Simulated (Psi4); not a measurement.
# C3H7F (SMILES CC(C)F): CCSD(T)/cc-pVDZ

Aim: the energy change on altering one bond length of C3H7F at CCSD(T)/cc-pVDZ, from 2 runs. 

The calculation is run with Psi4 1.11.

### 1 The structure to begin with

The species is C3H7F (11 atoms), meant as a singlet with charge 0. As SMILES, `CC(C)F`. Geometry: relaxed at PBE0-D4/def2-TZVP.

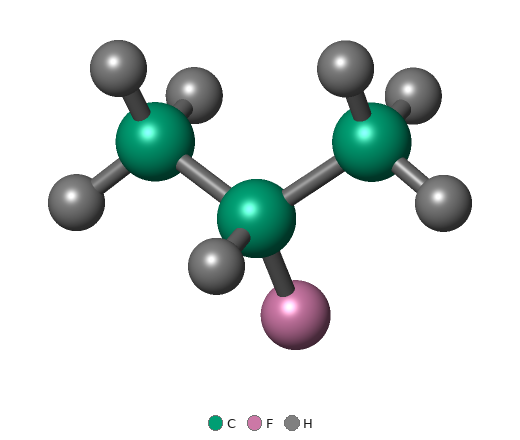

The structure, seen from a chosen angle (carbon teal, fluorine pink, hydrogen grey).

### 2 A single-point energy at CCSD(T)/cc-pVDZ

File job.dat:

```
memory 1.6 GB

molecule mol {
  0 1
  C
  C 1 1.507872
  C 2 1.507821 1 113.85887
  F 2 1.395975 3 108.25902 1 120.43626
  H 1 1.091138 2 110.58045 4 56.8664
  H 1 1.092402 5 108.41938 2 -121.0406
  H 1 1.092498 5 108.64619 6 -117.70059
  H 2 1.096392 4 105.93567 1 118.06034
  H 3 1.092496 2 110.3566 8 178.72969
  H 3 1.091133 9 108.63987 2 121.39149
  H 3 1.092465 10 108.42862 9 -117.69456
  symmetry c1
}

set {
  basis cc-pVDZ
  puream true
  e_convergence 1e-09
  d_convergence 1e-08
  scf_type pk
  num_frozen_docc 4
}

e, wfn = energy('ccsd(t)', return_wfn=True)
```

On the command line:

```console
$ psi4 -i job.dat -o job.out -n 1
```

job.out:

```text
[...]
  Running in c1 symmetry.
[...]
  Nuclear repulsion =  133.058594560611880
[...]
  Multiplicity = 1
[...]
  Nalpha       = 17
  Nbeta        = 17
[...]
    Number of basis functions: 91
[...]
   @RHF iter   1:  -217.02675428680499   -5.69711e-01   4.55162e-03 ADIIS/DIIS
[...]
   @RHF iter  11:  -217.13389859483445   -3.38218e-12   4.32279e-09 DIIS
[...]
    Orbital Energies [Eh]
    ---------------------
    Doubly Occupied:
       1A    -26.261013     2A    -11.308598     3A    -11.228306
       4A    -11.228286     5A     -1.573454     6A     -1.066917
       7A     -0.951748     8A     -0.819063     9A     -0.698718
      10A     -0.661640    11A     -0.648674    12A     -0.584328
      13A     -0.552310    14A     -0.548810    15A     -0.535783
      16A     -0.484846    17A     -0.478866
[...]
  @RHF Final Energy:  -217.13389859483445
   => Energetics <=
    Nuclear Repulsion Energy =            133.0585945606118798
    One-Electron Energy =                -561.1222692969139416
    Two-Electron Energy =                 210.9297761414676131
    Total Energy =                       -217.1338985948344487
[...]
 Multipole Moments:
 ------------------------------------------------------------------------------------
     Multipole            Electronic (a.u.)      Nuclear  (a.u.)        Total (a.u.)
 ------------------------------------------------------------------------------------
 L = 1.  Multiply by 2.5417464519 to convert [e a0] to [Debye]
 Dipole X            :         -3.1247542            3.7708795            0.6461252
 Dipole Y            :          3.7664716           -4.1922722           -0.4258007
 Dipole Z            :          2.4525802           -2.7297766           -0.2771963
 Magnitude           :                                                    0.8219622
[...]
      * MP2 total energy                      = -217.752575636815692
[...]
      * CCSD total energy                     = -217.800177213325355
[...]
      * CCSD(T) total energy                  = -217.816391748469783
[...]
```

It took 38 s on 1 thread of AMD EPYC 9R14 (Zen 4), shared host; peak memory 0.66 GiB.

### 3 The distorted shape at the same level

File c3h7f.json:

```json
{
  "schema_name": "qcschema_input",
  "schema_version": 1,
  "molecule": {
    "schema_name": "qcschema_molecule",
    "schema_version": 2,
    "symbols": ["C", "C", "C", "F", "H", "H", "H", "H", "H", "H", "H"],
    "geometry": [-0.71026112, 1.97529292, -1.17169823, -1.173433, -0.57904988, 0.0031445, 0.9166041, -1.44756801, 1.73413363, -1.42760116, -2.34745559, -1.9377932, -2.236026, 2.46340918, -2.46994008, -0.60840488, 3.42849231, 0.29094979, 1.33735918, 1.9726851, -2.37349601, -2.9819009, -0.58018371, 1.01414798, 2.71581234, -1.49008684, 0.72256324, 0.52146237, -3.33823899, 2.45582004, 1.0987737, -0.16142041, 3.33870009],
    "molecular_charge": 0,
    "molecular_multiplicity": 1,
    "fix_symmetry": "c1"
  },
  "driver": "energy",
  "model": {
    "method": "ccsd(t)",
    "basis": "cc-pVDZ"
  },
  "keywords": {
    "puream": true,
    "e_convergence": 1e-09,
    "d_convergence": 1e-08,
    "scf_type": "pk",
    "num_frozen_docc": 4
  }
}
```

On the command line:

```console
$ psi4 --qcschema c3h7f.json -n 1 --memory 1600MB
```

stdout:

```text
[...]
  Running in c1 symmetry.
[...]
  Nuclear repulsion =  132.459215818418869
[...]
  Multiplicity = 1
[...]
  Nalpha       = 17
  Nbeta        = 17
[...]
    Number of basis functions: 91
[...]
   @RHF iter   1:  -217.01401360257410   -6.46197e-01   4.48011e-03 ADIIS/DIIS
[...]
   @RHF iter  11:  -217.12054502934251   -2.67164e-12   4.60350e-09 DIIS
[...]
    Orbital Energies [Eh]
    ---------------------
    Doubly Occupied:
       1A    -26.261727     2A    -11.310994     3A    -11.246120
       4A    -11.228642     5A     -1.574119     6A     -1.065276
       7A     -0.946218     8A     -0.814670     9A     -0.698623
      10A     -0.661518    11A     -0.648971    12A     -0.582515
      13A     -0.550633    14A     -0.537641    15A     -0.528846
      16A     -0.486751    17A     -0.471927
[...]
  @RHF Final Energy:  -217.12054502934251
   => Energetics <=
    Nuclear Repulsion Energy =            132.4592158184188690
    One-Electron Energy =                -559.9291396845741247
    Two-Electron Energy =                 210.3493788368127184
    Total Energy =                       -217.1205450293425088
[...]
 Multipole Moments:
 ------------------------------------------------------------------------------------
     Multipole            Electronic (a.u.)      Nuclear  (a.u.)        Total (a.u.)
 ------------------------------------------------------------------------------------
 L = 1.  Multiply by 2.5417464519 to convert [e a0] to [Debye]
 Dipole X            :         -2.4275771            2.4998797            0.0723026
 Dipole Y            :         -3.8175743            4.3659065            0.5483322
 Dipole Z            :         -3.1164998            3.7400744            0.6235747
 Magnitude           :                                                    0.8335114
[...]
      * MP2 total energy                      = -217.741334356705522
[...]
      * CCSD total energy                     = -217.789568100389232
[...]
      * CCSD(T) total energy                  = -217.806114217198342
[...]
```

The result, in JSON:

```text
{
 "driver": "energy",
 "model": {
  "method": "ccsd(t)",
  "basis": "cc-pVDZ"
 },
 "success": true,
 "return_result": -217.80611421719834,
 "properties": {
  "calcinfo_nbasis": 91,
  "calcinfo_nmo": 91,
  "calcinfo_nalpha": 17,
  "calcinfo_nbeta": 17,
  "calcinfo_natom": 11,
  "nuclear_repulsion_energy": 132.45921581841887,
  "return_energy": -217.80611421719834,
  "scf_one_electron_energy": -559.9291396845741,
  "scf_two_electron_energy": 210.34937883681272,
  "scf_dipole_moment": [0.07230263418440286, 0.5483321975067668, 0.6235746693982347],
  "scf_total_energy": -217.1205450293425,
  "scf_iterations": 11,
  "mp2_same_spin_correlation_energy": -0.14730971480398852,
  "mp2_opposite_spin_correlation_energy": -0.47347961255806076,
  "mp2_singles_energy": -3.642682764697519e-28,
  "mp2_doubles_energy": -0.6207893273620493,
  "mp2_correlation_energy": -0.6207893273620493,
  "mp2_total_energy": -217.74133435670552,
  "ccsd_same_spin_correlation_energy": -0.1356902459739856,
  "ccsd_opposite_spin_correlation_energy": -0.5333328250717819,
  "ccsd_singles_energy": 0.0,
  "ccsd_doubles_energy": -0.6690230710457675,
  "ccsd_correlation_energy": -0.6690230710457675,
  "ccsd_total_energy": -217.78956810038923,
  "ccsd_iterations": 16,
  "ccsd_prt_pr_correlation_energy": -0.685569187854873,
  "ccsd_prt_pr_total_energy": -217.80611421719834
 }
}
```

Run time: 38 s. Hardware: 1 thread of AMD EPYC 9R14 (Zen 4), shared host; peak memory 0.67 GiB.

### 4 Summary of results

At CCSD(T)/cc-pVDZ, 4 core orbitals frozen:

| quantity | value |
| --- | --- |
| first shape: total energy | -217.81639 Eh |
| first shape: HOMO energy (Hartree–Fock orbitals) | -13.03 eV |
| first shape: LUMO energy (Hartree–Fock orbitals) | 4.88 eV |
| first shape: HOMO–LUMO gap (Hartree–Fock orbitals) | 17.91 eV |
| first shape: correlation energy (4 core orbitals frozen) | -682.5 mEh |
| first shape: (T) correction | -16.21 mEh |
| first shape: T1 diagnostic | 0.009 |
| distorted shape: total energy | -217.80611 Eh |
| distorted shape: HOMO energy (Hartree–Fock orbitals) | -12.84 eV |
| distorted shape: LUMO energy (Hartree–Fock orbitals) | 4.84 eV |
| distorted shape: HOMO–LUMO gap (Hartree–Fock orbitals) | 17.68 eV |
| distorted shape: correlation energy (4 core orbitals frozen) | -685.6 mEh |
| distorted shape: (T) correction | -16.55 mEh |
| distorted shape: T1 diagnostic | 0.009 |
| energy change with the C1–H7 bond stretched from 1.092 to 1.256 Å | 0.280 eV |

**Reading.** With the C1–H7 bond stretched from 1.092 to 1.256 Å the energy rises by 0.28 eV (6.4 kcal/mol). The first shape isn't relaxed at this level, so the change isn't measured from a minimum. The triples (first shape) make up 2.4 % of the correlation energy. The triples (distorted shape) make up 2.4 % of the correlation energy.
